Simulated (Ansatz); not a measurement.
**Si2H4O (SMILES O=[SiH][SiH3]): one structure at several levels**

Aim: energy, forces and dipole at a structure displaced at random from a GFN2-xTB minimum, from CCSD(T) and from density functionals.

Computed with Ansatz 0.2.0, Gaussian basis. Level: single points in def2-TZVPP.

Cores are frozen in the correlated methods. B3LYP uses VWN-RPA correlation.

**1. The starting structure**

SMILES `O=[SiH][SiH3]`, 7 atoms, charge 0, spin multiplicity 1.

Atoms are counted from 1 here; the program's logs count them from 0.

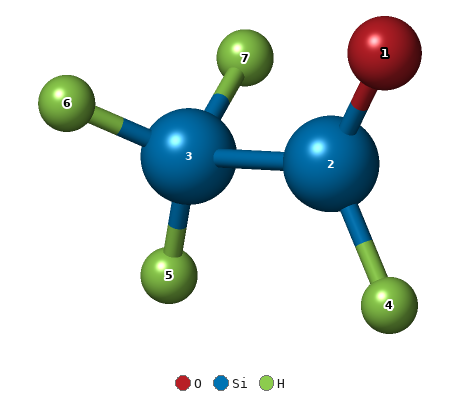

As it starts; oxygen red, silicon blue, hydrogen green; atoms are numbered from 1 in the order of the file.

Coordinates:

```xyz
7
H4OSi2
O    -0.9161   -1.9738    1.4165
Si   -0.6869   -1.0504    0.1489
Si    0.5048    0.8462   -0.0579
H    -1.3369   -1.5388   -1.2603
H     0.6401    1.3964   -1.4243
H     0.0718    1.8929    0.8650
H     2.0593    0.4956    0.3661
```

**2. CCSD(T)/def2-TZVPP**

run/in.yaml reads:

```yaml
crystal:
  periodic: [false, false, false]
  atoms:
    - {symbol: O, position_ang: [-0.916100, -1.973800, 1.416500]}
    - {symbol: Si, position_ang: [-0.686900, -1.050400, 0.148900]}
    - {symbol: Si, position_ang: [0.504800, 0.846200, -0.057900]}
    - {symbol: H, position_ang: [-1.336900, -1.538800, -1.260300]}
    - {symbol: H, position_ang: [0.640100, 1.396400, -1.424300]}
    - {symbol: H, position_ang: [0.071800, 1.892900, 0.865000]}
    - {symbol: H, position_ang: [2.059300, 0.495600, 0.366100]}
basis:
  gaussian: {orbitals: def2-TZVPP}
correlation: {method: ccsd_t}
output: {forces: true}
```

No record of the launch command was kept for these runs.

The log of the run, cut to the lines that bear on the results:

```text
Functional definition: HF
  name "HF"
  cite "Fock, Z. Phys. 61, 126 (1930) doi:10.1007/BF01340294"
  parent pbe
[...]
992 factors; integrals over basis functions are off by at most 9.6e-4 eV
[...]
mean field -17825.19591776 eV, -655.0638676260 hartree, gradient 2.4e-6 eV, S^2 0.000000; 1 other end points of the search recorded, 0 dependent functions left out
11 core orbitals not correlated: weight in the atoms' cores, before any rotation towards them, 1.000 or more for the frozen orbitals, at most 0.000 for the correlated occupied ones
reference -17825.19591776 eV, -655.0638676260 hartree; 9, 9 occupied and 151, 151 virtual orbitals, 992 factors
second order -13.35633427 eV of doubles, -0.00000000 eV of singles
cycle   1  -13.46570280 eV  change   -1.1e-1 eV  update   1.4e-1
[...]
cycle  14  -14.16480032 eV  change   -2.4e-6 eV  update   2.7e-6
perturbative correction -0.64194922 eV, -0.0235911989 hartree
[...]
Total energy: -17840.00266730 eV, -655.6080056353 hartree
Atom 0 at    -0.916100    -1.973800     1.416500 Å, force     0.516770     1.680661    -1.759158 eV/Å
Atom 1 at    -0.686900    -1.050400     0.148900 Å, force    -1.991105    -3.336431     0.059681 eV/Å
Atom 2 at     0.504800     0.846200    -0.057900 Å, force     3.300423     0.724486     0.545252 eV/Å
Atom 3 at    -1.336900    -1.538800    -1.260300 Å, force     0.731338     0.606251     1.504386 eV/Å
Atom 4 at     0.640100     1.396400    -1.424300 Å, force    -0.331083    -0.157500    -0.090530 eV/Å
Atom 5 at     0.071800     1.892900     0.865000 Å, force    -0.258950     0.195655     0.197209 eV/Å
Atom 6 at     2.059300     0.495600     0.366100 Å, force    -1.967393     0.286878    -0.456840 eV/Å
Dipole moment:     0.133728     0.584806    -0.552516 e Å
```

Wall time 70 s (4 threads, shared host); peak memory 2.6 GiB.

**3. PBE0-D4/def2-TZVPP**

Changes to run/in.yaml since step 2:

```diff
@@ -12,3 +12,3 @@
   gaussian: {orbitals: def2-TZVPP}
-correlation: {method: ccsd_t}
-output: {forces: true}
+hamiltonian: {xc: pbe0, dispersion: d4}
+output: {forces: true, orbitals: {seedname: orbitals}}
```

The log of the run, cut to the lines that bear on the results:

```text
Functional definition: PBE0
  name "PBE0"
  cite "Adamo & Barone, J. Chem. Phys. 110, 6158 (1999) doi:10.1063/1.478522"
  cite "Perdew, Burke & Ernzerhof, Phys. Rev. Lett. 77, 3865 (1996) doi:10.1103/PhysRevLett.77.3865"
[... 1 set-up line as earlier in the session ...]
[...]
969 factors; their error is unknown
[...]
mean field -17858.86166001 eV, -656.3010608343 hartree, gradient 9.3e-6 eV, S^2 0.000000; 0 other end points of the search recorded, 0 dependent functions left out
[...]
reference -17858.86169178 eV, -656.3010620016 hartree; 20, 20 occupied and 151, 151 virtual orbitals, 969 factors
Total energy: -17858.97605133 eV, -656.3052646378 hartree
Atom 0 at    -0.916100    -1.973800     1.416500 Å, force     0.607822     2.050690    -2.264021 eV/Å
Atom 1 at    -0.686900    -1.050400     0.148900 Å, force    -1.975648    -3.581448     0.624707 eV/Å
Atom 2 at     0.504800     0.846200    -0.057900 Å, force     3.171737     0.563246     0.544867 eV/Å
Atom 3 at    -1.336900    -1.538800    -1.260300 Å, force     0.694888     0.572792     1.434140 eV/Å
Atom 4 at     0.640100     1.396400    -1.424300 Å, force    -0.314007    -0.126623    -0.170890 eV/Å
Atom 5 at     0.071800     1.892900     0.865000 Å, force    -0.277591     0.257399     0.266370 eV/Å
Atom 6 at     2.059300     0.495600     0.366100 Å, force    -1.907201     0.263944    -0.435173 eV/Å
Dipole moment:     0.156895     0.623514    -0.584700 e Å
```

Wall time 1.5 s (4 threads, shared host); peak memory 0.33 GiB.

**4. wB97M-V/def2-TZVPP**

Changes to run/in.yaml since step 3:

```diff
@@ -12,3 +12,3 @@
   gaussian: {orbitals: def2-TZVPP}
-hamiltonian: {xc: pbe0, dispersion: d4}
-output: {forces: true, orbitals: {seedname: orbitals}}
+hamiltonian: {xc: {name: wB97M-V}}
+output: {forces: true}
```

The log in run was not kept; the run's report gives a total energy of -17865.785001 eV.

Run time: 4.3 s. Hardware: 4 threads, shared host; peak memory 0.43 GiB.

**5. r2SCAN-D4/def2-TZVPP**

Changes to run/in.yaml since step 4:

```diff
@@ -12,3 +12,3 @@
   gaussian: {orbitals: def2-TZVPP}
-hamiltonian: {xc: {name: wB97M-V}}
+hamiltonian: {xc: r2scan, dispersion: d4}
 output: {forces: true}
```

The log of the run, cut to the lines that bear on the results:

```text
Functional definition: r2SCAN
  name "r2SCAN"
  cite "Furness, Kaplan, Ning, Perdew & Sun, J. Phys. Chem. Lett. 11, 8208 (2020) doi:10.1021/acs.jpclett.0c02405"
  cite "Furness, Kaplan, Ning, Perdew & Sun, J. Phys. Chem. Lett. 11, 9248 (2020) doi:10.1021/acs.jpclett.0c03077"
  parent r2scan
[...]
963 factors; their error is unknown
[...]
mean field -17865.39763234 eV, -656.5412533869 hartree, gradient 8.8e-5 eV, S^2 0.000000; 0 other end points of the search recorded, 0 dependent functions left out
[...]
reference -17865.39764507 eV, -656.5412538547 hartree; 20, 20 occupied and 151, 151 virtual orbitals, 963 factors
Total energy: -17865.42860179 eV, -656.5423914934 hartree
Atom 0 at    -0.916100    -1.973800     1.416500 Å, force     0.552738     1.828605    -1.966324 eV/Å
Atom 1 at    -0.686900    -1.050400     0.148900 Å, force    -1.892180    -3.326204     0.366165 eV/Å
Atom 2 at     0.504800     0.846200    -0.057900 Å, force     3.105449     0.532999     0.521383 eV/Å
Atom 3 at    -1.336900    -1.538800    -1.260300 Å, force     0.677939     0.554548     1.398313 eV/Å
Atom 4 at     0.640100     1.396400    -1.424300 Å, force    -0.301563    -0.117751    -0.148237 eV/Å
Atom 5 at     0.071800     1.892900     0.865000 Å, force    -0.251315     0.252408     0.256187 eV/Å
Atom 6 at     2.059300     0.495600     0.366100 Å, force    -1.891068     0.275395    -0.427486 eV/Å
Dipole moment:     0.152092     0.599459    -0.551079 e Å
```

Run time: 1.9 s. Hardware: 4 threads, shared host; peak memory 0.2 GiB.

**6. PBE-D4/def2-TZVPP**

Changes to run/in.yaml since step 5:

```diff
@@ -12,3 +12,3 @@
   gaussian: {orbitals: def2-TZVPP}
-hamiltonian: {xc: r2scan, dispersion: d4}
+hamiltonian: {xc: pbe, dispersion: d4}
 output: {forces: true}
```

The log in run was not kept; the run's report gives a total energy of -17857.754132 eV.

Run time: 1.1 s. Hardware: 4 threads, shared host; peak memory 0.18 GiB.

**7. SPW92/def2-TZVPP**

Changes to run/in.yaml since step 6:

```diff
@@ -12,3 +12,3 @@
   gaussian: {orbitals: def2-TZVPP}
-hamiltonian: {xc: pbe, dispersion: d4}
+hamiltonian: {xc: lda}
 output: {forces: true}
```

The log of the run, cut to the lines that bear on the results:

```text
Functional definition: SPW92
  name "SPW92"
  cite "Dirac, Proc. Camb. Phil. Soc. 26, 376 (1930) doi:10.1017/S0305004100016108"
  cite "Slater, Phys. Rev. 81, 385 (1951) doi:10.1103/PhysRev.81.385"
  cite "Perdew & Wang, Phys. Rev. B 45, 13244 (1992) doi:10.1103/PhysRevB.45.13244"
[...]
963 factors; their error is unknown
[...]
mean field -17789.40987871 eV, -653.7487549474 hartree, gradient 4.2e-5 eV, S^2 0.000000; 0 other end points of the search recorded, 0 dependent functions left out
[...]
reference -17789.40991815 eV, -653.7487563968 hartree; 20, 20 occupied and 151, 151 virtual orbitals, 963 factors
Total energy: -17789.40991815 eV, -653.7487563968 hartree
Atom 0 at    -0.916100    -1.973800     1.416500 Å, force     0.529215     1.758825    -1.902329 eV/Å
Atom 1 at    -0.686900    -1.050400     0.148900 Å, force    -1.638386    -2.964331     0.451119 eV/Å
Atom 2 at     0.504800     0.846200    -0.057900 Å, force     2.780257     0.139378     0.539623 eV/Å
Atom 3 at    -1.336900    -1.538800    -1.260300 Å, force     0.592096     0.481372     1.233222 eV/Å
Atom 4 at     0.640100     1.396400    -1.424300 Å, force    -0.259085    -0.047130    -0.317282 eV/Å
Atom 5 at     0.071800     1.892900     0.865000 Å, force    -0.288039     0.383590     0.379574 eV/Å
Atom 6 at     2.059300     0.495600     0.366100 Å, force    -1.716059     0.248295    -0.383927 eV/Å
Dipole moment:     0.164676     0.593669    -0.548904 e Å
```

Wall time 0.75 s (4 threads, shared host); peak memory 0.18 GiB.

**8. B3LYP-D4/def2-TZVPP**

Changes to run/in.yaml since step 7:

```diff
@@ -12,3 +12,3 @@
   gaussian: {orbitals: def2-TZVPP}
-hamiltonian: {xc: lda}
+hamiltonian: {xc: {name: B3LYP}, dispersion: d4}
 output: {forces: true}
```

The log in run was not kept; the run's report gives a total energy of -17869.378429 eV.

Wall time 1.4 s (4 threads, shared host); peak memory 0.33 GiB.

**9. Comparison**

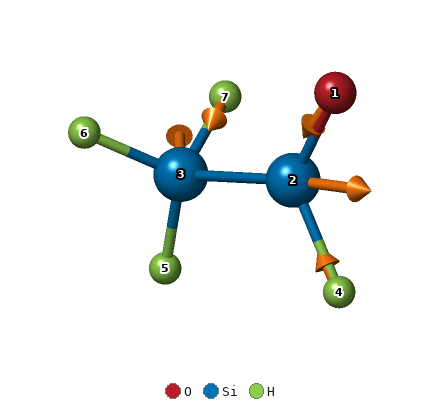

Forces at CCSD(T); the longest arrow is 3.89 eV/Å.

```
   method  RMS force component (eV/Å)  RMS error against CCSD(T) (eV/Å)  angle to CCSD(T) forces (°)  dipole (D)
  CCSD(T)                       1.391                                 0                            0        3.92
  PBE0-D4                       1.458                             0.201                          7.6        4.17
  wB97M-V                       1.513                             0.214                          6.9        4.25
r2SCAN-D4                       1.369                             0.116                          4.7        3.98
   PBE-D4                       1.201                             0.224                          5.2        3.82
    SPW92                       1.244                             0.256                          9.1        3.96
 B3LYP-D4                       1.429                             0.128                          5.0        4.15
```

Energy less the free neutral atoms in their ground states at the same level (atoms from separate runs):

```
      method                    rung  energy less atoms (kJ/mol)  from CCSD(T) (kJ/mol)
       SPW92                     LDA                     -2383.1                 -344.1
      PBE-D4                     GGA                     -2117.3                  -78.3
   r2SCAN-D4                meta-GGA                     -2104.4                  -65.4
     PBE0-D4                  hybrid                     -2057.2                  -18.2
    B3LYP-D4                  hybrid                     -2096.4                  -57.4
     wB97M-V  range-separated hybrid                     -2092.2                  -53.2
Hartree-Fock            wavefunction                     -1437.0                 +602.0
         MP2            wavefunction                     -2059.5                  -20.5
        CCSD            wavefunction                     -1997.6                  +41.4
     CCSD(T)            wavefunction                     -2039.0                      0
```

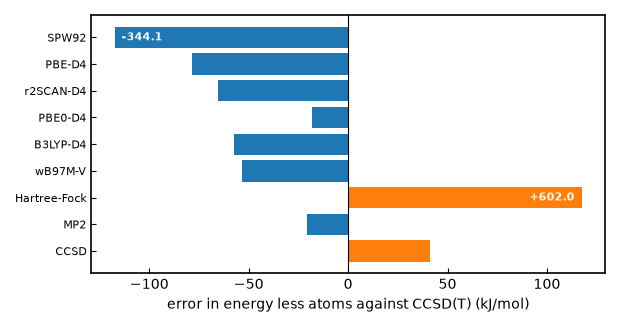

How far each level lands from CCSD(T). Bars with a number in them are cut short.

What each level took, beside its miss in the forces (shared host):

| method | time | RMS force error (eV/Å) |
| --- | --- | --- |
| CCSD(T) | 70 s | 0 |
| PBE0-D4 | 1.5 s | 0.201 |
| wB97M-V | 4.3 s | 0.214 |
| r2SCAN-D4 | 1.9 s | 0.116 |
| PBE-D4 | 1.1 s | 0.224 |
| SPW92 | 0.75 s | 0.256 |
| B3LYP-D4 | 1.4 s | 0.128 |

**10. Results**

```
                                  quantity                                                                                          value
energy less free atoms, CCSD(T)/def2-TZVPP                                                                                 -2039.0 kJ/mol
                       RMS force component                                                           1.201 to 1.513 eV/Å over the methods
                           RMS force error  PBE0-D4 0.201, wB97M-V 0.214, r2SCAN-D4 0.116, PBE-D4 0.224, SPW92 0.256, B3LYP-D4 0.128 eV/Å
                    HOMO and LUMO, PBE0-D4                                                                             -7.85 and -2.92 eV
                             T1 diagnostic                                                                                          0.024
```

Against CCSD(T) the functionals' energies less atoms differ by -344.1 to -18.2 kJ/mol, PBE-D4 by -78.3 kJ/mol. A larger basis would deepen the CCSD(T) value, while the functionals are nearly converged already, so the order here is not reliable. On forces the order runs from r2SCAN-D4 to SPW92.
